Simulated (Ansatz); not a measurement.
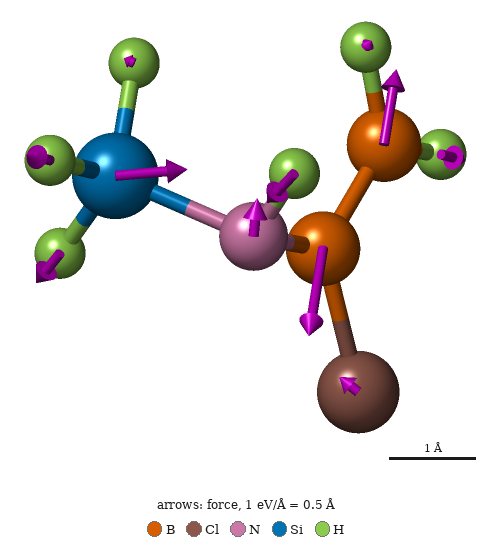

Starting geometry of B$_{2}$SiNH$_{6}$Cl (coarse preliminary run) with the computed forces as purple arrows. A ball-and-stick model, seen from a free direction.

The start comes from a force field.

Theory: Ansatz, RKS PBE-D4/def2-SVP. Set-up: force threshold 0.03 eV/Å; at most 200 steps.

> Is this structure relaxed? If not, where do the atoms go?

It isn't relaxed: the largest force vector, on a B atom, is 2.79 eV/Å. The final displacements have little in common with the starting forces (cosine between the two patterns 0.01). The energy falls by 1.526 eV in 20 accepted moves (22 points after the start). The largest force component goes from 2.7 to 0.03 eV/Å. The line search rejected the trial steps at points 12, 20 of the run. An H atom moves most after the best rigid fit: 2.46 Å. Largest moves by element: H 2.46 Å, N 1.48 Å, Cl 0.85 Å, B 0.79 Å, Si 0.39 Å. Some distances before and after: B–N 1.471 → 1.405 Å, H–Si 1.442 → 1.500 Å, B–B 1.624 → 1.673 Å, H–N 1.072 → 1.025 Å. Among the angles between lasting bonds that change: B–N–Si 111.0° → 126.4°, B–B–Cl 117.5° → 103.2°, B–B–N 124.9° → 138.9°. Groups turn about B–B by about 90°. Cost: 51 s on 4 threads of Arm Neoverse N1, with other jobs on the host.
